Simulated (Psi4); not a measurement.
## Geometry relaxation of BHBr (part 2 of 3)

BHBr, multiplicity 2; r2SCAN-3c/def2-mTZVPP, UKS (Psi4 1.11). The geometry comes from this level: PBE0-D4/def2-TZVP.

Geometry of the input (Å):
```
B  -0.0945  -0.5230  -0.1157
Br 1.1810  0.5632  0.7098
H  -1.0974  -0.1050  -0.6073
```

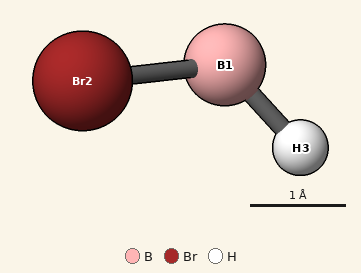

Fig. 1: The input geometry (ball-and-stick view, seen at an oblique angle; atoms are numbered from 1 in the order of the input).

## Log, continued
```
  -Total Gradient:
     Atom            X                  Y                   Z
    ------   -----------------  -----------------  -----------------
       1        0.004049227496     0.002119937761     0.000000000000
       2       -0.004832827163    -0.003530672694     0.000000000000
       3       -0.001153245710     0.000458231521     0.000000000000

	total time  =          0 seconds =       0.00 minutes

    			-----------------------------------------

    			 OPTKING 3.0: for geometry optimizations

    			        with contributions from

    			-----------------------------------------

	                            ===> Fragment 1 <==

	 Z (Atomic Numbers)          Masses                          Geom
	       5.000000            11.009305         -2.46076380 -1.80069406  0.00000000
	      35.000000            78.918338          0.40163943  0.26405000  0.00000000
	       1.000000             1.007825         -4.56965828 -1.00612307  0.00000000

	 - Coordinate -           - BOHR/RAD -       - ANG/DEG -
	 R(1,2)           =         3.529380           1.867667
	 R(1,3)           =         2.253615           1.192562
	 B(2,1,3)         =         2.156370         123.550898

	        --- Internal Coordinate Step in ANG or DEG, aJ/ANG or AJ/DEG ---
	-------------------------------------------------------------------------------
	           Coordinate      Previous         Force          Change          New
	           ----------      --------        ------          ------        ------
	               R(1,2)       1.86767        0.04284        0.01283       1.88049
	               R(1,3)       1.19256       -0.00518       -0.00132       1.19124
	             B(2,1,3)     123.55090        0.00005        0.22918     123.78008
	-------------------------------------------------------------------------------

	                                 ==> Convergence Check <==

	Measures of convergence in internal coordinates in au.

	Criteria marked as inactive (o), active & met (*), and active & unmet ( ).

	----------------------------------------------------------------------------------------------~
	   Step    Total Energy     Delta E     Max Force     RMS Force      Max Disp      RMS Disp   ~
	----------------------------------------------------------------------------------------------~
	  Convergence Criteria     1.00e-06 *    3.00e-04 *             o    1.20e-03 *             o~
	----------------------------------------------------------------------------------------------~
	     1   -2599.51755223   -2.60e+03      5.20e-03      3.05e-03 o    2.42e-02      1.43e-02 o  ~
	----------------------------------------------------------------------------------------------

Next Geometry in Ang
	Fragment 1 (Ang)

	    B  -1.3067747723  -0.9534002378   0.0000000000
	   Br   0.2211138368   0.1428726949   0.0000000000
	    H  -2.4221397785  -0.5350468742   0.0000000000

    Structure for next step:
    Molecular point group: cs
    Full point group: Cs

    Geometry (in Angstrom), charge = 0, multiplicity = 2:

    B           -1.313616556137    -0.956036916216     0.000000000000
    BR           0.214272052961     0.140236016449     0.000000000000
    H           -2.428981562363    -0.537683552618     0.000000000000

gradient() will perform analytic gradient computation.

  ==> Geometry <==

    Molecular point group: cs
    Full point group: Cs

    Geometry (in Angstrom), charge = 0, multiplicity = 2:

       Center              X                  Y                   Z               Mass
    ------------   -----------------  -----------------  -----------------  -----------------
         B           -1.313616556137    -0.956036916216     0.000000000000    11.009305360000
         BR           0.214272052961     0.140236016449     0.000000000000    78.918337600000
         H           -2.428981562363    -0.537683552618     0.000000000000     1.007825032230

  Running in cs symmetry.

  Rotational constants: A =     20.01268  B =      0.42537  C =      0.41652 [cm^-1]
  Rotational constants: A = 599965.11198  B =  12752.24109  C =  12486.83380 [MHz]
  Nuclear repulsion =   58.253989403017229

  Charge       = 0
  Multiplicity = 2
  Electrons    = 41
  Nalpha       = 21
  Nbeta        = 20

  ==> Algorithm <==

  SCF Algorithm Type is DF.
  DIIS enabled.
  MOM disabled.
  Fractional occupation disabled.
  Guess Type is READ.
  Energy threshold   = 1.00e-08
  Density threshold  = 1.00e-08
  Integral threshold = 1.00e-12

   => Molecular Quadrature <=

    Radial Scheme          =       TREUTLER
    Pruning Scheme         =           NONE
    Nuclear Scheme         =       TREUTLER

    Blocking Scheme        =         OCTREE
    BS radius alpha        =              1
    Pruning alpha          =              1
    Radial Points          =             75
    Spherical Points       =            302
    Total Points           =          65029
    Total Blocks           =            555
    Max Points             =            256
    Max Functions          =             60
    Weights Tolerance      =       1.00E-15

   => Loading Basis Set <=

    Name: DEF2-MTZVPP
    Role: ORBITAL
    Keyword: BASIS

  Reading orbitals from file s0/run.default.142961.180.npy, no projection.

   => Auxiliary Basis Set <=

  Basis Set: (DEF2-MTZVPP AUX)
    Blend: DEF2-UNIVERSAL-JKFIT
    Number of shells: 91
    Number of basis functions: 359
    Number of Cartesian functions: 480
    Spherical Harmonics?: true
    Max angular momentum: 5

  Cached 100.0% of DFT collocation blocks in 0.222 [GiB].

  Minimum eigenvalue in the overlap matrix is 1.3181579854E-02.
  Reciprocal condition number of the overlap matrix is 2.9524154980E-03.
    Using symmetric orthogonalization.

  ==> Pre-Iterations <==

  SCF Guess: Orbitals guess was supplied from a previous computation.

   -------------------------------------------------------
    Irrep   Nso     Nmo     Nalpha   Nbeta   Ndocc  Nsocc
   -------------------------------------------------------
     A'        43      43      16      15      15       1
     A"        17      17       5       5       5       0
   -------------------------------------------------------
    Total      60      60      21      20      20       1
   -------------------------------------------------------

  ==> Iterations <==

                           Total Energy        Delta E     RMS |[F,P]|

   @DF-UKS iter   0: -2599.51363130296022   -2.59951e+03   6.53272e-04
   @DF-UKS iter   1: -2599.51756708456560   -3.93578e-03   9.07709e-05 DIIS
   @DF-UKS iter   2: -2599.51756234756931    4.73700e-06   1.25217e-04 ADIIS/DIIS
   @DF-UKS iter   3: -2599.51758011511447   -1.77675e-05   2.55153e-05 DIIS
   @DF-UKS iter   4: -2599.51758078558714   -6.70473e-07   6.25075e-06 DIIS
   @DF-UKS iter   5: -2599.51758085065785   -6.50707e-08   7.77120e-07 DIIS
   @DF-UKS iter   6: -2599.51758085155916   -9.01309e-10   8.07215e-08 DIIS
   @DF-UKS iter   7: -2599.51758085157508   -1.59162e-11   2.49035e-08 DIIS
   @DF-UKS iter   8: -2599.51758085157917   -4.09273e-12   8.53118e-09 DIIS
  Energy and wave function converged.

  ==> Post-Iterations <==

   Electrons on quadrature grid:
      Nalpha   =   20.9999997369 ; deviation = -2.631e-07
      Nbeta    =   19.9999997244 ; deviation = -2.756e-07
      Ntotal   =   40.9999994613 ; deviation = -5.387e-07

   @Spin Contamination Metric:   3.658364542E-03
   @S^2 Expected:                7.500000000E-01
   @S^2 Observed:                7.536583645E-01
   @S   Expected:                5.000000000E-01
   @S   Observed:                5.000000000E-01

    Final Occupation by Irrep:
             Ap   App
    DOCC [    15,    5 ]
    SOCC [     1,    0 ]
    NA   [    16,    5 ]
    NB   [    15,    5 ]

  @DF-UKS Final Energy: -2599.51758085157917

   => Energetics <=

    Nuclear Repulsion Energy =             58.2539894030172292
    One-Electron Energy =               -3730.9734890549862030
    Two-Electron Energy =                1168.8855931069108465
    DFT Exchange-Correlation Energy =     -95.6850142275763460
    Empirical Dispersion Energy =           0.0013399210554140
    VV10 Nonlocal Energy =                  0.0000000000000000
    Total Energy =                      -2599.5175808515791687

  UHF NO Occupations:
  HONO-2 :   15 Ap 1.9992964
  HONO-1 :    5App 1.9992542
  HONO-0 :   16 Ap 1.0000000
  LUNO+0 :    6App 0.0007458
  LUNO+1 :   17 Ap 0.0007036
  LUNO+2 :   18 Ap 0.0002645
  LUNO+3 :   19 Ap 0.0001023

Computation Completed

Properties will be evaluated at   0.000000,   0.000000,   0.000000 [a0]

Properties computed using the SCF density matrix

 Multipole Moments:

 ------------------------------------------------------------------------------------
     Multipole            Electronic (a.u.)      Nuclear  (a.u.)        Total (a.u.)
 ------------------------------------------------------------------------------------

 L = 1.  Multiply by 2.5417464519 to convert [e a0] to [Debye]
 Dipole X            :          2.7027198           -2.8299452           -0.1272253
 Dipole Y            :          0.9289852           -0.7740461            0.1549391
 Dipole Z            :          0.0000000            0.0000000            0.0000000
 Magnitude           :                                                    0.2004804

 ------------------------------------------------------------------------------------

	total time  =          4 seconds =       0.07 minutes

         ------------------------------------------------------------
                                   SCF GRAD
         ------------------------------------------------------------

  ==> Geometry <==

    Molecular point group: cs
    Full point group: Cs

    Geometry (in Angstrom), charge = 0, multiplicity = 2:

       Center              X                  Y                   Z               Mass
    ------------   -----------------  -----------------  -----------------  -----------------
         B           -1.313616556137    -0.956036916216     0.000000000000    11.009305360000
         BR           0.214272052961     0.140236016449     0.000000000000    78.918337600000
         H           -2.428981562363    -0.537683552618     0.000000000000     1.007825032230

  Nuclear repulsion =   58.253989403017229

   => Molecular Quadrature <=

    Radial Scheme          =       TREUTLER
    Pruning Scheme         =           NONE
    Nuclear Scheme         =       TREUTLER

    Blocking Scheme        =         OCTREE
    BS radius alpha        =              1
    Pruning alpha          =              1
    Radial Points          =             75
    Spherical Points       =            302
    Total Points           =          65029
    Total Blocks           =            555
    Max Points             =            256
    Max Functions          =             60
    Weights Tolerance      =       1.00E-15

  -Total Gradient:
     Atom            X                  Y                   Z
    ------   -----------------  -----------------  -----------------
       1       -0.000547113107     0.000045990479     0.000000000000
       2       -0.000657270602    -0.000859490890     0.000000000000
       3       -0.000788056398    -0.000167376364     0.000000000000

	total time  =          0 seconds =       0.00 minutes

    			-----------------------------------------

    			 OPTKING 3.0: for geometry optimizations

    			        with contributions from

    			-----------------------------------------

	                            ===> Fragment 1 <==

	 Z (Atomic Numbers)          Masses                          Geom
	       5.000000            11.009305         -2.48237552 -1.80664794  0.00000000
	      35.000000            78.918338          0.40491550  0.26500766  0.00000000
	       1.000000             1.007825         -4.59010992 -1.01607466  0.00000000

	 - Coordinate -           - BOHR/RAD -       - ANG/DEG -
	 R(1,2)           =         3.553619           1.880494
	 R(1,3)           =         2.251122           1.191242
	 B(2,1,3)         =         2.160370         123.780077

	        --- Internal Coordinate Step in ANG or DEG, aJ/ANG or AJ/DEG ---
	-------------------------------------------------------------------------------
	           Coordinate      Previous         Force          Change          New
	           ----------      --------        ------          ------        ------
	               R(1,2)       1.88049        0.00189        0.00068       1.88117
	               R(1,3)       1.19124       -0.00043       -0.00012       1.19112
	             B(2,1,3)     123.78008       -0.00003       -0.12834     123.65174
	-------------------------------------------------------------------------------

	                                 ==> Convergence Check <==

	Measures of convergence in internal coordinates in au.

	Criteria marked as inactive (o), active & met (*), and active & unmet ( ).
```
